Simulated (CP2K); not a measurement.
**OH− (SMILES [OH-]): HF/3-21G**

What is the vertical ionisation energy of OH− at HF/3-21G? 

The calculation is run with CP2K 2026.2.

## (1) Starting point

OH−: 2 atoms, total charge -1, spin state singlet. SMILES: `[OH-]`. Geometry: relaxed at PBE0-D4/def2-TZVPD.

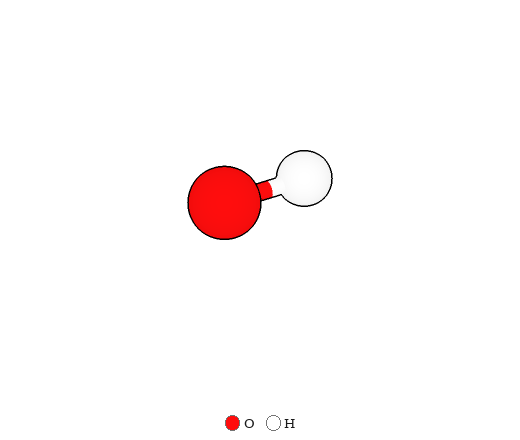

The structure, seen from a chosen angle (oxygen red, hydrogen white).

## (2) A single-point energy at HF/3-21G

Input file calc.inp:

```
&GLOBAL
   PROJECT calc
   RUN_TYPE ENERGY
   PRINT_LEVEL MEDIUM
&END GLOBAL

&FORCE_EVAL
   METHOD Quickstep
   &DFT
      BASIS_SET_FILE_NAME ./3_21g.basis
      POTENTIAL_FILE_NAME POTENTIAL
      CHARGE -1
      &QS
         METHOD GAPW
         EPS_DEFAULT 1.0E-10
      &END QS
      &MGRID
         CUTOFF 280
         REL_CUTOFF 50
         NGRIDS 4
      &END MGRID
      &POISSON
         PERIODIC NONE
         POISSON_SOLVER WAVELET
      &END POISSON
      &SCF
         SCF_GUESS ATOMIC
         EPS_SCF 1.0E-07
         MAX_SCF 150
         ADDED_MOS 3
         &DIAGONALIZATION
            ALGORITHM STANDARD
         &END DIAGONALIZATION
         &MIXING
            METHOD DIRECT_P_MIXING
            ALPHA 0.4
         &END MIXING
      &END SCF
      &XC
         &XC_FUNCTIONAL NONE
         &END XC_FUNCTIONAL
         &HF
            FRACTION 1
            &SCREENING
               EPS_SCHWARZ 1.0E-10
            &END SCREENING
            &MEMORY
               MAX_MEMORY 1050
            &END MEMORY
         &END HF
      &END XC
      &PRINT
         &MOMENTS
            PERIODIC F
            REFERENCE COM
            MAX_MOMENT 1
         &END MOMENTS
         &MO ON
            ENERGIES T
            OCCUPATION_NUMBERS T
            NDIGITS 6
            &EACH
               QS_SCF 0
            &END EACH
            ADD_LAST NUMERIC
         &END MO
         &LOWDIN ON
         &END LOWDIN
         &HIRSHFELD OFF
         &END HIRSHFELD
      &END PRINT
   &END DFT
   &SUBSYS
      &CELL
         ABC 10.8 10.8 10.8
         PERIODIC NONE
      &END CELL
      &COORD
         O      0.411800    -0.131800     0.212500
         H     -0.411800     0.131800    -0.212500
      &END COORD
      &TOPOLOGY
         &CENTER_COORDINATES
         &END CENTER_COORDINATES
      &END TOPOLOGY
      &KIND O
         BASIS_SET 3-21G
         POTENTIAL ALL
         LEBEDEV_GRID 194
         RADIAL_GRID 100
      &END KIND
      &KIND H
         BASIS_SET 3-21G
         POTENTIAL ALL
         LEBEDEV_GRID 194
         RADIAL_GRID 100
      &END KIND
   &END SUBSYS
&END FORCE_EVAL
```

Run with:

```
$ OMP_NUM_THREADS=1 cp2k.psmp -i calc.inp -o calc.out
```

The program printed, shortened:

```text
CP2K| version string:                                       CP2K version 2026.2
[...]
 GLOBAL| Method name                                                        CP2K
[...]
 GLOBAL| Run type                                                         ENERGY
[...]
 DFT| Spin restricted Kohn-Sham (RKS) calculation                            RKS
 DFT| Multiplicity                                                             1
[...]
 DFT| Charge                                                                  -1
[...]
 QS| Method:                                                                GAPW
[...]
 QS| Density cutoff [a.u.]:                                                140.0
[...]
 QS| Relative density cutoff [a.u.]:                                        25.0
[...]
                             - Atoms:                                          2
[...]
                             - Spherical basis functions:                     11
[...]
 Number of electrons:                                                         10
[...]
     1 P_Mix/Diag. 0.40E+00    1.0     0.48007035       -79.4351014188 -7.94E+01
[...]
    14 DIIS/Diag.  0.93E-07    0.6     0.00000002       -74.8656946046 -5.68E-14
  *** SCF run converged in    14 steps ***
[...]
  Overlap energy of the core charge distribution:               0.00000004666623
  Self energy of the core charge distribution:                -74.32059418673794
  Core Hamiltonian energy:                                     -5.13601738004918
  Hartree energy:                                              20.66288444819540
  Exchange-correlation energy:                                  0.00000000000000
  Hartree-Fock Exchange energy:                                -8.96359868350017
[...]
                     Mulliken Population Analysis
 #  Atom  Element  Kind  Atomic population                           Net charge
       1     O        1          9.083451                             -1.083451
       2     H        2          0.916549                              0.083451
 # Total charge                             10.000000                 -1.000000
[...]
  Dipole moment [Debye]
    X= -0.8520377E+00 Y=  0.2727018E+00 Z= -0.4396746E+00  Total=      0.9968191
 ENERGY| Total FORCE_EVAL ( QS ) energy [hartree]            -74.865694604603888
[...]
```

Run time: 9.9 s. Hardware: 1 thread of Arm Neoverse V1, shared host; peak memory 0.69 GiB.

## (3) Doublet neutral OH

Input file molecule.xyz:

```xyz
2

O      0.411800    -0.131800     0.212500
H     -0.411800     0.131800    -0.212500
```

Input file job.inp:

```
&GLOBAL
  PROJECT job
  RUN_TYPE ENERGY
  PRINT_LEVEL MEDIUM
&END GLOBAL

&FORCE_EVAL
  METHOD Quickstep
  &DFT
    BASIS_SET_FILE_NAME ./3_21g.basis
    POTENTIAL_FILE_NAME POTENTIAL
    MULTIPLICITY 2
    UKS T
    &QS
      METHOD GAPW
      EPS_DEFAULT 1.0E-10
    &END QS
    &MGRID
      CUTOFF 280
      REL_CUTOFF 50
      NGRIDS 4
    &END MGRID
    &POISSON
      PERIODIC NONE
      POISSON_SOLVER WAVELET
    &END POISSON
    ! self-consistent field
    &SCF
      SCF_GUESS ATOMIC
      EPS_SCF 1.0E-06
      MAX_SCF 30
      &OT
        MINIMIZER DIIS
        PRECONDITIONER FULL_ALL
      &END OT
      &OUTER_SCF
        EPS_SCF 1.0E-06
        MAX_SCF 8
      &END OUTER_SCF
    &END SCF
    &XC
      &XC_FUNCTIONAL NONE
      &END XC_FUNCTIONAL
      &HF
        FRACTION 1
        &SCREENING
          EPS_SCHWARZ 1.0E-10
        &END SCREENING
        &MEMORY
          MAX_MEMORY 1050
        &END MEMORY
      &END HF
    &END XC
    &PRINT
      &MOMENTS
        PERIODIC F
        REFERENCE COM
        MAX_MOMENT 1
      &END MOMENTS
      &MO_CUBES
        NLUMO 1
        NHOMO -1
        WRITE_CUBE F
      &END MO_CUBES
      &LOWDIN ON
      &END LOWDIN
      &HIRSHFELD OFF
      &END HIRSHFELD
    &END PRINT
  &END DFT
  &SUBSYS
    &CELL
      ABC 10.8 10.8 10.8
      PERIODIC NONE
    &END CELL
    &TOPOLOGY
      COORD_FILE_NAME molecule.xyz
      COORD_FILE_FORMAT XYZ
      &CENTER_COORDINATES
      &END CENTER_COORDINATES
    &END TOPOLOGY
    &KIND O
      BASIS_SET 3-21G
      POTENTIAL ALL
      LEBEDEV_GRID 194
      RADIAL_GRID 100
    &END KIND
    &KIND H
      BASIS_SET 3-21G
      POTENTIAL ALL
      LEBEDEV_GRID 194
      RADIAL_GRID 100
    &END KIND
  &END SUBSYS
&END FORCE_EVAL
```

Run with:

```
$ OMP_NUM_THREADS=1 cp2k.psmp -i job.inp > job.out 2>&1
```

The program printed, shortened:

```text
CP2K| version string:                                       CP2K version 2026.2
[...]
 GLOBAL| Method name                                                        CP2K
[...]
 GLOBAL| Run type                                                         ENERGY
[...]
 DFT| Spin unrestricted (spin-polarized) Kohn-Sham calculation               UKS
 DFT| Multiplicity                                                             2
[...]
 DFT| Charge                                                                   0
[...]
 QS| Method:                                                                GAPW
[...]
 QS| Density cutoff [a.u.]:                                                140.0
[...]
 QS| Relative density cutoff [a.u.]:                                        25.0
[...]
                             - Atoms:                                          2
[...]
                             - Spherical basis functions:                     11
[...]
 Number of electrons:                                                          5
[...]
     1 OT DIIS     0.15E+00    1.1     0.49212193       -69.5127657448 -6.95E+01
[...]
     6 OT DIIS     0.15E+00    0.8     0.00000064       -74.9695992662 -4.82E-10
  *** SCF run converged in     6 steps ***
[...]
  Overlap energy of the core charge distribution:               0.00000004666623
  Self energy of the core charge distribution:                -74.32059418673794
  Core Hamiltonian energy:                                     -5.69367184777202
  Hartree energy:                                              20.76036266803799
  Exchange-correlation energy:                                  0.00000000000000
  Hartree-Fock Exchange energy:                                -8.57849929464300
[...]
                     Mulliken Population Analysis
 #  Atom  Element  Kind  Atomic population (alpha,beta) Net charge  Spin moment
       1     O        1         4.718739     3.656261    -0.375000     1.062477
       2     H        2         0.281261     0.343739     0.375000    -0.062477
 # Total charge and spin        5.000000     4.000000     0.000000     1.000000
[...]
  Dipole moment [Debye]
    X= -0.1699130E+01 Y=  0.5438200E+00 Z= -0.8767969E+00  Total=      1.9878522
[...]
 HOMO - LUMO gap [eV] :   17.902755
 ENERGY| Total FORCE_EVAL ( QS ) energy [hartree]            -74.969599266229082
[...]
```

Run time: 31 s. Hardware: 1 thread of Arm Neoverse V1, shared host; peak memory 0.73 GiB.

## (4) Summary of results

Level: HF/3-21G.

```
                                                          quantity         value
                                         singlet OH−: total energy  -74.86569 Eh
                                          singlet OH−: HOMO energy       0.57 eV
                                          singlet OH−: LUMO energy      18.13 eV
singlet OH−: HOMO–LUMO gap (to an unbound level, set by the basis)      17.56 eV
                                  doublet neutral OH: total energy  -74.96960 Eh
                                 doublet neutral OH: dipole moment        1.99 D
            doublet neutral OH: HOMO energy (highest over α and β)     -13.11 eV
             doublet neutral OH: LUMO energy (lowest over α and β)       4.79 eV
                                          doublet neutral OH: ⟨S²⟩         0.753
               vertical detachment energy (to the doublet neutral)     -2.827 eV
```

**Reading.** The species is unbound against losing an electron at this level, by 2.83 eV (−273 kJ/mol); missing correlation or diffuse functions can give that sign where the real anion is bound. The HOMO (singlet OH−) lies at positive energy, 0.57 eV: the electron is unbound at this level or held by a compact basis; values depend on the basis.
